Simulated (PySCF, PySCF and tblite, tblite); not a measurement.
**C₅H₈O₂Si: a path driven as rotation about a bond, and NMR exchange**

Aim: the barrier and rate of rotation about a bond in C₅H₈O₂Si (`C=C[SiH2]OC(=O)C=C`), and what it does to NMR lines.

Computed with tblite 0.8.0 (tight binding) and PySCF 2.14.0 (DFT, with response routines of our own); each step states its level. Atoms count from 0 throughout.

## (1) The starting structure

16 atoms, charge 0, multiplicity 1; geometry from: force field or distance geometry start.

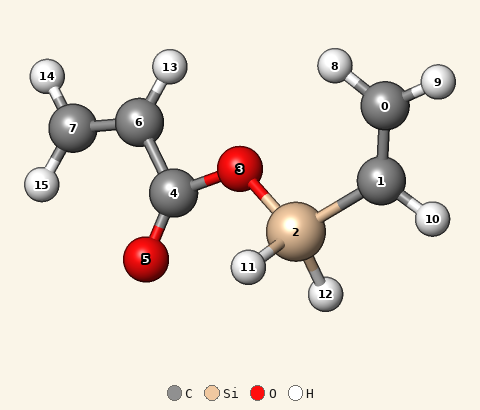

The starting geometry (carbon grey, silicon light orange, oxygen red, hydrogen white), atoms numbered.

## (2) GFN2-xTB relaxation, start minimum

What the job is given:

```
{"job": {"xc": "GFN2-xTB", "basis": "xTB", "kind": "relax"}, "charge": 0, "multiplicity": 1}
C      3.028200     1.138600    -0.330500
C      2.783500    -0.165400    -0.487300
Si     1.223000    -1.059300    -0.116400
O     -0.104900    -0.071800    -0.364600
C     -1.368600    -0.514600    -0.159700
O     -1.734400    -1.623200     0.184800
C     -2.279900     0.616900    -0.473300
C     -3.601200     0.474800    -0.357300
H      2.266200     1.828000     0.032400
H      3.988300     1.559700    -0.566800
H      3.573900    -0.821900    -0.842500
H      1.251200    -1.513400     1.292300
H      1.136800    -2.224900    -1.016200
H     -1.832800     1.551300    -0.782400
H     -4.279300     1.303600    -0.581300
H     -4.057500    -0.469500    -0.038400
```

Run with:

```sh
$ OMP_NUM_THREADS=1 python ens_run.py task.json out
```

One launch serves the whole session.

The log of the run:

```text
step      E/eV     max force
  0    -670.01999    1.765
  1    -670.10662    1.270
  2    -670.14922    0.506
  3    -670.16019    0.224
  4    -670.16686    0.190
  5    -670.17271    0.246
  6    -670.17753    0.157
  7    -670.18012    0.101
  8    -670.18181    0.109
  9    -670.18402    0.120
 10    -670.18606    0.126
 11    -670.18809    0.121
 12    -670.19021    0.138
 13    -670.19261    0.152
 14    -670.19500    0.136
 15    -670.19724    0.110
 16    -670.19940    0.124
 17    -670.20159    0.127
 18    -670.20351    0.097
 19    -670.20479    0.072
 20    -670.20577    0.086
 21    -670.20710    0.116
 22    -670.20859    0.118
 23    -670.20973    0.080
 24    -670.21035    0.059
 25    -670.21079    0.062
 26    -670.21136    0.077
 27    -670.21202    0.071
 28    -670.21249    0.047
 29    -670.21274    0.040
 30    -670.21293    0.033
 31    -670.21312    0.037
 32    -670.21331    0.040
 33    -670.21348    0.030
 34    -670.21362    0.034
 35    -670.21378    0.044
 36    -670.21398    0.047
 37    -670.21424    0.049
 38    -670.21457    0.064
 39    -670.21498    0.072
 40    -670.21544    0.058
 41    -670.21589    0.052
 42    -670.21631    0.052
 43    -670.21679    0.061
 44    -670.21744    0.079
 45    -670.21830    0.077
 46    -670.21931    0.099
 47    -670.22037    0.108
 48    -670.22145    0.075
 49    -670.22240    0.067
 50    -670.22300    0.077
 51    -670.22337    0.096
 52    -670.22388    0.060
 53    -670.22442    0.044
 54    -670.22483    0.041
 55    -670.22535    0.067
 56    -670.22576    0.062
 57    -670.22608    0.032
 58    -670.22630    0.032
 59    -670.22652    0.035
 60    -670.22677    0.045
 61    -670.22705    0.044
 62    -670.22731    0.031
 63    -670.22749    0.030
 64    -670.22757    0.026
 65    -670.22766    0.029
 66    -670.22774    0.026
 67    -670.22792    0.025
 68    -670.22802    0.040
 69    -670.22812    0.025
 70    -670.22821    0.022
 71    -670.22832    0.019
 72    -670.22841    0.019
 73    -670.22850    0.024
 74    -670.22856    0.029
 75    -670.22863    0.018
 76    -670.22869    0.017
 77    -670.22877    0.020
 78    -670.22884    0.023
 79    -670.22897    0.028
 80    -670.22916    0.036
 81    -670.22940    0.044
 82    -670.22964    0.046
 83    -670.22982    0.040
 84    -670.22997    0.033
 85    -670.23013    0.026
 86    -670.23030    0.044
 87    -670.23043    0.034
 88    -670.23055    0.024
 89    -670.23067    0.022
 90    -670.23075    0.020
 91    -670.23087    0.022
 92    -670.23096    0.022
 93    -670.23103    0.015
 94    -670.23108    0.018
 95    -670.23114    0.017
 96    -670.23120    0.016
 97    -670.23125    0.016
 98    -670.23129    0.017
 99    -670.23133    0.018
100    -670.23138    0.018
101    -670.23144    0.017
102    -670.23149    0.019
103    -670.23154    0.019
104    -670.23159    0.018
105    -670.23164    0.019
106    -670.23169    0.017
107    -670.23174    0.016
108    -670.23177    0.013
109    -670.23180    0.014
110    -670.23183    0.012
111    -670.23186    0.014
112    -670.23190    0.019
113    -670.23194    0.015
114    -670.23198    0.016
115    -670.23202    0.014
116    -670.23204    0.010
117    -670.23206    0.009
118    -670.23208    0.009
119    -670.23210    0.007
120    -670.23210    0.007
121    -670.23211    0.006
122    -670.23211    0.005
123    -670.23212    0.006
124    -670.23212    0.006
125    -670.23213    0.006
126    -670.23214    0.006
127    -670.23214    0.006
128    -670.23215    0.005
129    -670.23215    0.006
130    -670.23216    0.009
131    -670.23218    0.009
132    -670.23219    0.009
133    -670.23220    0.008
134    -670.23221    0.011
135    -670.23223    0.012
136    -670.23224    0.012
137    -670.23226    0.012
138    -670.23228    0.014
139    -670.23231    0.013
140    -670.23234    0.017
141    -670.23236    0.013
142    -670.23237    0.010
143    -670.23238    0.010
144    -670.23240    0.008
145    -670.23240    0.007
146    -670.23241    0.005
147    -670.23241    0.004
148    -670.23241    0.002
```

Wall time 3.2 s (1 thread of Intel Xeon at 2.50GHz, shared host).

The energy fell by 0.212 eV, and the atoms moved 0.32 Å (root mean square).

## (3) Relaxed scan, rotation

What the job is given:

```
{"job": {"xc": "GFN2-xTB", "basis": "xTB", "coordinate": [["t", [5, 4, 3, 2], 0.5], ["t", [6, 4, 3, 2], 0.5]], "kind": "drive"}, "charge": 0, "multiplicity": 1}
C      2.805105     1.129822    -0.529819
C      2.771810    -0.174447    -0.302545
Si     1.227948    -1.224994    -0.101765
O      0.009304    -0.104262    -0.283103
C     -1.268067    -0.451760    -0.192012
O     -1.614873    -1.586237     0.024621
C     -2.186492     0.690178    -0.382213
C     -3.500932     0.536685    -0.308933
H      1.897813     1.704295    -0.619570
H      3.727976     1.680142    -0.635944
H      3.708793    -0.710163    -0.220119
H      1.133541    -1.813529     1.232204
H      1.102390    -2.228023    -1.156997
H     -1.715588     1.641675    -0.579917
H     -4.186666     1.355744    -0.443163
H     -3.919660    -0.436182    -0.107862
```

The log of the run:

```text
point  coordinate     E/eV
  0    104.700     -670.21381
  1    119.500     -670.17338
  2    134.500     -670.12374
  3    149.600     -670.07991
  4    164.700     -670.04211
  5    179.800     -670.02335
  6    195.000     -670.01840
  7    210.000     -670.02309
  8    225.100     -670.03210
  9    240.100     -670.04324
 10    255.000     -670.04873
 11    270.000     -670.05957
```

Wall time 12 s (1 thread of Intel Xeon at 2.50GHz, shared host).

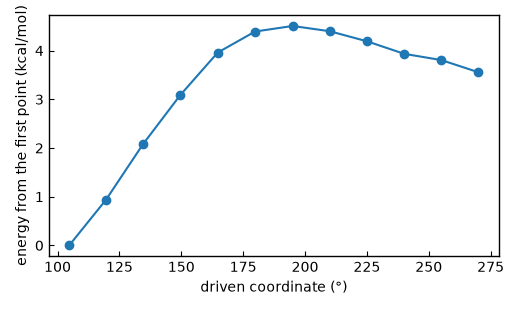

Energy along the scan.

## (4) Nudged elastic band, leg 1

The job, as its differences from that of step 3:

```diff
@@ -1,2 +1,2 @@
-{"job": {"xc": "GFN2-xTB", "basis": "xTB", "coordinate": [["t", [5, 4, 3, 2], 0.5], ["t", [6, 4, 3, 2], 0.5]], "kind": "drive"}, "charge": 0, "multiplicity": 1}
+{"job": {"xc": "GFN2-xTB", "basis": "xTB", "kind": "neb"}, "charge": 0, "multiplicity": 1}
 C      2.805105     1.129822    -0.529819
```

The log of the run:

```text
image   E - E0 / eV
  0       0.0000
  1       0.0480
  2       0.1390
  3       0.2132
  4       0.1952
  5       0.1645
  6       0.1490
```

Run time: 6.6 s. Hardware: 1 thread of Intel Xeon at 2.50GHz, shared host; peak memory 0.19 GiB.

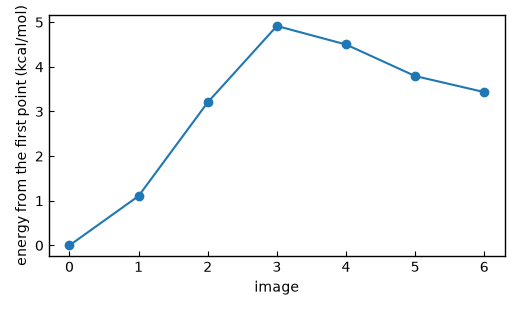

Energy along the band.

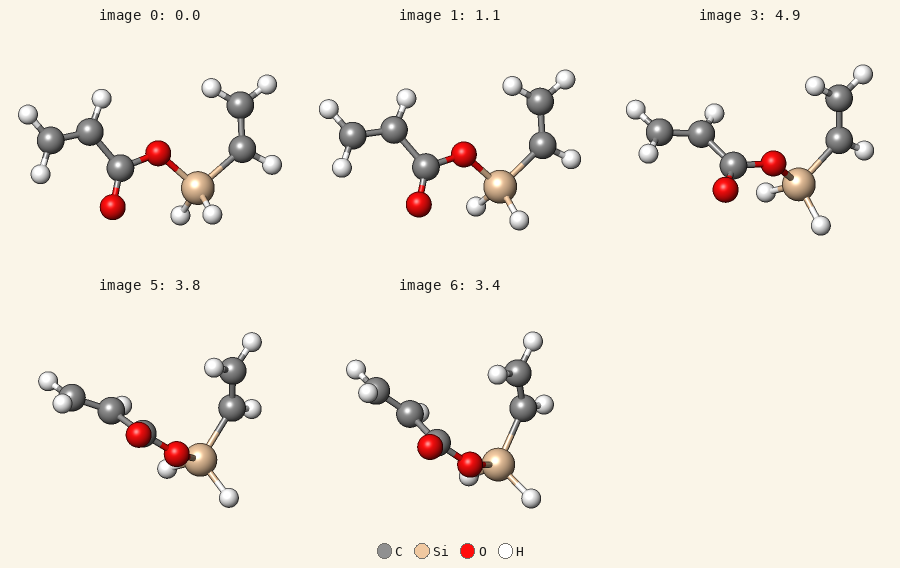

Images along the band, with energies in kcal/mol.

## (5) Saddle search, leg 1

What the job is given:

```
{"job": {"xc": "GFN2-xTB", "basis": "xTB", "kind": "saddle"}, "charge": 0, "multiplicity": 1}
C      2.529557     1.235236    -0.029252
C      2.599367    -0.077190    -0.195804
Si     1.184941    -1.297407     0.010463
O      0.023980    -0.455043     0.789910
C     -1.310263    -0.416497     0.846745
O     -1.934572    -0.982343     1.701728
C     -1.903439     0.421716    -0.220332
C     -3.215925     0.550431    -0.348988
H      1.613987     1.718945     0.272007
H      3.379205     1.885257    -0.175258
H      3.546993    -0.505954    -0.496856
H      1.561762    -2.460943     0.809926
H      0.661398    -1.710937    -1.298109
H     -1.194945     0.901794    -0.879662
H     -3.665966     1.148448    -1.123225
H     -3.876080     0.044487     0.336706
```

The log of the run:

```text
step      E/eV     max force
  0    -670.01923   0.0312
  1    -670.02048   0.1259
  2    -670.02010   0.0276
  3    -670.02096   0.0417
  4    -670.02168   0.0779
  5    -670.02128   0.0215
  6    -670.02171   0.0233
  7    -670.02212   0.0333
  8    -670.02249   0.0402
  9    -670.02283   0.0460
 10    -670.02324   0.0533
 11    -670.02366   0.0431
 12    -670.02446   0.0516
 13    -670.02523   0.0450
 14    -670.02626   0.0874
 15    -670.02560   0.0240
 16    -670.02616   0.0112
 17    -670.02687   0.0355
 18    -670.02646   0.0046
 19    -670.02686   0.0112
 20    -670.02725   0.0144
 21    -670.02762   0.0064
 22    -670.02812   0.0208
 23    -670.02859   0.0290
 24    -670.02903   0.0278
 25    -670.02959   0.0361
 26    -670.03012   0.0218
 27    -670.03065   0.0759
 28    -670.03039   0.0062
 29    -670.03071   0.0215
 30    -670.03052   0.0033
lowest wavenumbers (cm-1): -42.7 15.9 59.1 85.6 102.4 155.2
```

Run time: 29 s. Hardware: 1 thread of Intel Xeon at 2.50GHz, shared host; peak memory 0.19 GiB.

Point group C1; 1 imaginary mode, 43i cm⁻¹, carried by O3, O5, Si2. Steps downhill from it reached both ends.

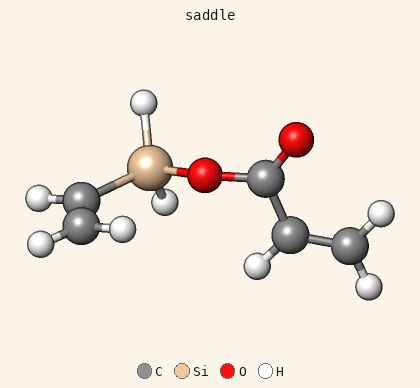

The saddle point.

## (6) Shieldings, start: PBE0/pcSseg-1

What the job is given:

```
{"job": {"kind": "nmr", "xc": "PBE0", "basis": "pcSseg-1", "pop": false}, "charge": 0, "multiplicity": 1}
C      2.805105     1.129822    -0.529819
C      2.771810    -0.174447    -0.302545
Si     1.227948    -1.224994    -0.101765
O      0.009304    -0.104262    -0.283103
C     -1.268067    -0.451760    -0.192012
O     -1.614873    -1.586237     0.024621
C     -2.186492     0.690178    -0.382213
C     -3.500932     0.536685    -0.308933
H      1.897813     1.704295    -0.619570
H      3.727976     1.680142    -0.635944
H      3.708793    -0.710163    -0.220119
H      1.133541    -1.813529     1.232204
H      1.102390    -2.228023    -1.156997
H     -1.715588     1.641675    -0.579917
H     -4.186666     1.355744    -0.443163
H     -3.919660    -0.436182    -0.107862
```

The log of the run:

```text
coarse grid: 14192 points
cycle   1  E = -634.4826682675  dE =  1.180e+00  |g| = 9.551e-01  |ddm| = 3.652e+00
cycle   2  E = -634.1756094616  dE =  3.071e-01  |g| = 1.605e+00  |ddm| = 1.874e+00
cycle   3  E = -634.6390428163  dE = -4.634e-01  |g| = 2.908e-01  |ddm| = 1.361e+00
cycle   4  E = -634.6545648101  dE = -1.552e-02  |g| = 7.941e-02  |ddm| = 2.470e-01
cycle   5  E = -634.6555027156  dE = -9.379e-04  |g| = 2.732e-02  |ddm| = 6.119e-02
cycle   6  E = -634.6556713428  dE = -1.686e-04  |g| = 3.766e-03  |ddm| = 2.260e-02
cycle   7  E = -634.6556741164  dE = -2.774e-06  |g| = 1.542e-03  |ddm| = 3.970e-03
final grid: 133360 points
cycle   8  E = -634.7236252969  dE = -1.685e-05  |g| = 1.267e-02  |ddm| = 2.568e-02
cycle   9  E = -634.7235812880  dE =  4.401e-05  |g| = 1.984e-02  |ddm| = 2.280e-02
cycle  10  E = -634.7236561318  dE = -7.484e-05  |g| = 2.562e-03  |ddm| = 1.477e-02
cycle  11  E = -634.7236573515  dE = -1.220e-06  |g| = 4.835e-04  |ddm| = 1.863e-03
cycle  12  E = -634.7236573909  dE = -3.941e-08  |g| = 1.515e-04  |ddm| = 4.288e-04
cycle  13  E = -634.7236573959  dE = -5.025e-09  |g| = 3.651e-05  |ddm| = 1.491e-04
cycle  14  E = -634.7236573962  dE = -2.638e-10  |g| = 1.629e-05  |ddm| = 3.952e-05
converged SCF energy = -634.7236573962

GIAO shielding tensors (ppm)
atom      isotropic    diamagn.    paramagn.     s11        s22        s33       span
  0 C       42.854     254.876    -212.022    -84.521     40.532    172.551    257.072
  1 C       50.425     263.328    -212.903    -62.710     41.098    172.886    235.596
  2 Si     380.612     882.946    -502.334    349.232    368.907    423.697     74.465
  3 O      146.459     403.845    -257.387      6.655    206.314    226.407    219.751
  4 C       15.348     248.450    -233.103    -80.344     53.074     73.313    153.657
  5 O      -89.601     402.490    -492.090   -322.056   -242.817    296.070    618.126
  6 C       50.417     255.051    -204.633    -61.831     70.425    142.659    204.490
  7 C       43.731     251.842    -208.111    -83.160     40.415    173.937    257.097
  8 H       25.129      34.642      -9.513     22.339     23.632     29.416      7.077
  9 H       25.068      27.653      -2.584     22.219     24.655     28.331      6.111
 10 H       25.599      28.423      -2.824     24.380     25.134     27.284      2.905
 11 H       26.392      31.043      -4.651     23.059     25.156     30.963      7.904
 12 H       26.405      30.504      -4.099     23.083     25.118     31.013      7.930
 13 H       25.310      32.343      -7.033     23.144     23.212     29.573      6.429
 14 H       25.345      27.236      -1.891     22.409     25.215     28.411      6.002
 15 H       24.585      29.833      -5.248     21.053     24.031     28.670      7.618
```

It took 69 s on 1 thread of Intel Xeon at 2.50GHz, shared host; peak memory 0.83 GiB.

This run: HOMO -8.10 eV, LUMO -1.51 eV; dipole 2.14 D.

(Part 1 of 2 ends here.)
